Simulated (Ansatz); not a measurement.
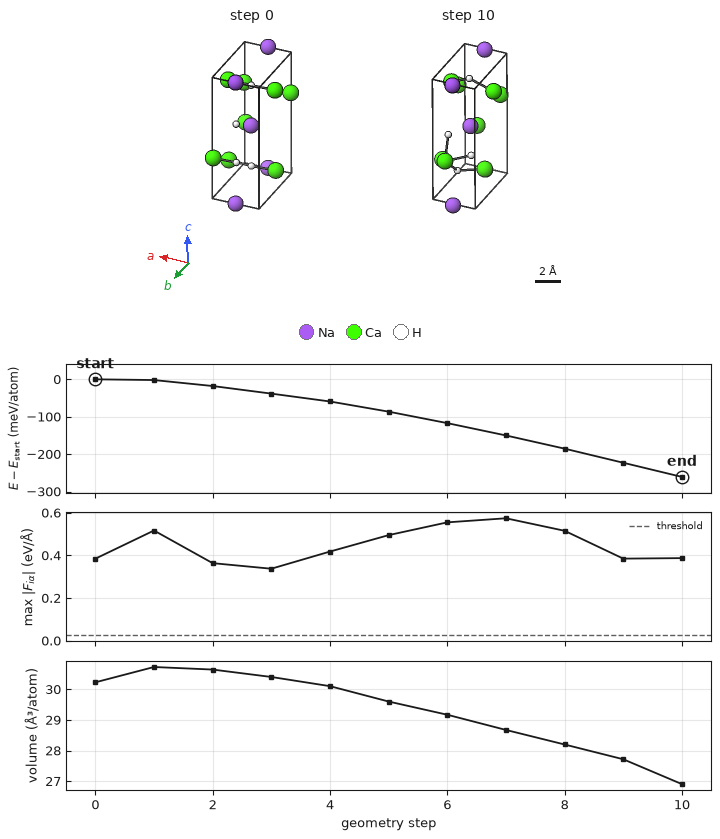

First and last geometry of a relaxation of a crystal of NaCa$_{2}$H$_{2}$ (a generated structure, set up in P1) (coarse preliminary run), with the history of the run. A ball-and-stick model of the cell of the calculation, seen from a free direction.

Computed with DFT PBE, scalar-relativistic, plane waves, PAW in Ansatz. (plane-wave cutoff 420 eV; k-point mesh 6 × 4 × 2; occupations gaussian; smearing width 0.2 eV; no spin polarisation; cell and atoms relaxed; force threshold 0.025 eV/Å; at most 60 steps)

**Read the history and describe the run.**

The run was cut off at its time limit before the relaxation converged, so the last structure is only a point on the way. An H atom moves most relative to the cell: 1.50 Å roughly along [−3 −2 1]. By element the largest moves are H 1.50 Å, Ca 0.98 Å, Na 0.16 Å. Cell: a 4.134 → 3.728 Å (−9.8 %), b 6.477 → 6.464 Å (−0.2 %), c 11.289 → 11.168 Å (−1.1 %), α 89.1° → 89.2°, β 90.0° → 89.4°, γ 90.2° → 90.4°. Volume −11.0 %. Some distances before and after: Ca–H 4.146 → 2.350 Å, Ca–H 4.136 → 2.569 Å, Ca–H 2.056 → 2.303 Å, Ca–H 2.062 → 2.247 Å. New bonds form, among them: Ca–H (4.15 → 2.35 Å). Among the angles between lasting bonds that change: H–Ca–H 175.7° → 112.9°, Ca–H–Ca 175.7° → 112.9°, Ca–H–Ca 171.2° → 109.9°. The space group stays P1 (No. 1). After 10 geometry steps the energy has fallen by 261 meV per atom. The largest force component goes from 0.38 to 0.39 eV/Å. The pressure goes from 0.44 to −1.22 GPa.

```csv
step,"E − E(0), meV/atom","largest force component, eV/Å","pressure, GPa","volume, Å³/atom"
0,0.00,0.3846,0.44,30.228
1,-1.96,0.5168,0.00,30.729
2,-17.92,0.3637,-0.22,30.645
3,-38.23,0.3376,-0.47,30.404
4,-59.27,0.4181,-0.76,30.103
5,-86.46,0.4951,-0.86,29.601
6,-117.13,0.5551,-0.95,29.170
7,-150.07,0.5742,-1.07,28.674
8,-185.38,0.5155,-1.19,28.199
9,-223.08,0.3850,-1.33,27.717
10,-260.94,0.3874,-1.22,26.905
```

Limits of the set-up: layers or molecules are held without a dispersion correction, so their spacing is unreliable.
